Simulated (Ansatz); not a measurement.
Base system: CsHS (space group I4/m, No. 87; a = 8.291 Å, c = 9.177 Å; a cell from a computed database, its experimental status unchecked). Axes: x, y, z lie along a, b, c of the conventional cell.

The change: uniaxial strain ε_yy = +1.08 %, all other strain components held at zero; the atoms relax in the strained cell.

Computed with r2SCAN/PAW in Ansatz (an electronic-structure program), spin-orbit coupling left out.

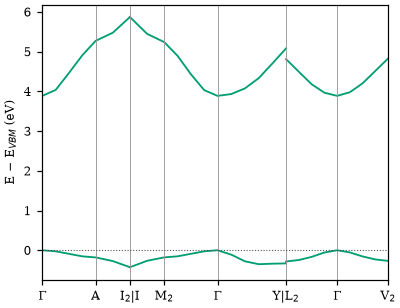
Figure. Highest valence and lowest conduction band along the path of the changed cell's own zone

From the figure, how large is the changed gap, and is it direct?

About 3.9 eV, direct at Γ.

Gaps are Kohn–Sham eigenvalue differences; semilocal functionals usually give less than the measured gap. Whether these cells are dynamically stable was not tested. Labels are those of the standard path for the cell's own space group.
